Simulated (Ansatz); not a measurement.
# BN (SMILES B#N): U-r2SCAN/6-31G

What is the electronic atomisation energy of BN at U-r2SCAN/6-31G? 

Program for the calculation: Ansatz 0.2.0.

66 further runs of the same task are left out: 66 set aside as unsound or not needed.

## Step 1: Starting point

BN: 2 atoms, total charge 0, spin state triplet. As SMILES, `B#N`. The shape is that of a GFN2-xTB optimisation.

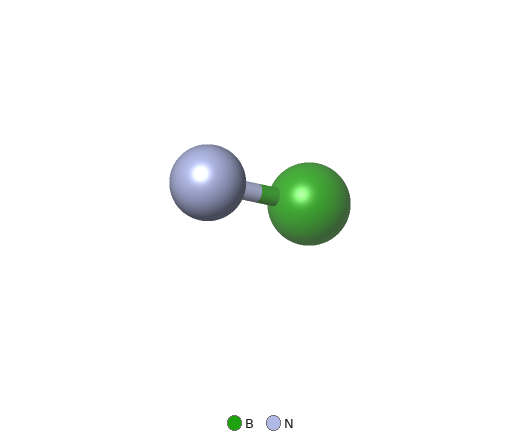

The structure, seen from a chosen angle (boron green, nitrogen light blue).

## Step 2: A single-point energy at U-r2SCAN/6-31G

The input, input.yaml:

```yaml
crystal:
  periodic: [false, false, false]
  atoms:
    - {symbol: B, position_ang: [0.000000, 0.000000, 0.000000]}
    - {symbol: "N", position_ang: [0.000000, 0.000000, 1.268430]}
basis:
  gaussian: {orbitals: 6-31G}
magnetization: {spin_polarized: true, initial_magnetization: 2}
hamiltonian: {xc: r2scan}
accuracy: high
```

Run with:

```console
$ ansatz run input.yaml --threads 1 --pin off --max-ram 2610MiB --events-out events.jsonl --progress --plain --runs-dir runs
```

Output:

```text
Warning: RAYON_NUM_THREADS=1 ignored (pool sized by the plan → 1); use --threads N
Functional definition: r2SCAN
  name "r2SCAN"
  parameter k0 = 0.174
  parameter k1 = 0.065
  parameter a1 = 4.9479
  exchange = r2scan_x(k0 = k0, k1 = k1, a1 = a1)
  correlation = r2scan_c
417 factors; integrals over basis functions are off by at most 3.1e-9 eV
mean field evaluation 1: about -2154.9095 eV, gradient 2.9e1 eV
mean field evaluation 2: about -2117.0149 eV, gradient 7.8e1 eV
mean field evaluation 4: about -2158.8748 eV, gradient 1.4e0 eV
mean field evaluation 8: about -2158.8868 eV, gradient 4.6e-2 eV
mean field evaluation 16: about -2158.8868 eV, gradient 2.2e-6 eV
mean field evaluation 32: about -2158.8173 eV, gradient 2.2e0 eV
mean field -2158.88683566 eV, -79.3376278644 hartree, gradient 2.8e-9 eV, S^2 2.004741; 2 other end points of the search recorded, 0 dependent functions left out
reference -2158.88683647 eV, -79.3376278943 hartree; 7, 5 occupied and 11, 13 virtual orbitals, 417 factors
Total energy: -2158.88683647 eV, -79.3376278943 hartree
```

Run time: 0.9 s. Hardware: 1 thread of AMD EPYC 9R45 (Zen 5), shared host; peak memory 0.15 GiB.

## Step 3: The B atom

The input, in.yaml:

```yaml
crystal:
  periodic: [false, false, false]
  atoms:
    - symbol: B
      position_ang: [0.000000, 0.000000, 0.000000]
basis:
  gaussian: {orbitals: 6-31G}
magnetization: {spin_polarized: true, initial_magnetization: 1}
hamiltonian: {xc: r2scan}
accuracy: high
```

Run the same way, it converges to -24.62491 Eh (log not shown).

## Step 4: The N atom

The input, in.yaml:

```yaml
crystal:
  periodic: [false, false, false]
  atoms:
    - {symbol: "N", position_ang: [0.000000, 0.000000, 0.000000]}
basis:
  gaussian: {orbitals: 6-31G}
magnetization: {spin_polarized: true, initial_magnetization: 3}
hamiltonian: {xc: {name: r2SCAN}}
accuracy: high
```

Run the same way, it converges to -54.56074 Eh (log not shown).

## Step 5: What came out

Level: U-r2SCAN/6-31G.

| quantity | value |
| --- | --- |
| molecule: total energy | -79.33763 Eh |
| molecule: ⟨S²⟩ | 2.005 |
| B atom: total energy | -24.62491 Eh |
| B atom: ⟨S²⟩ | 0.750 |
| N atom: total energy | -54.56074 Eh |
| N atom: ⟨S²⟩ | 3.753 |
| electronic atomisation energy | 4.136 eV |

In words: Taking the molecule apart into free atoms costs 4.14 eV (95 kcal/mol), before zero-point energy and without spin-orbit coupling. The basis has no polarisation functions, which makes bonds too weak.
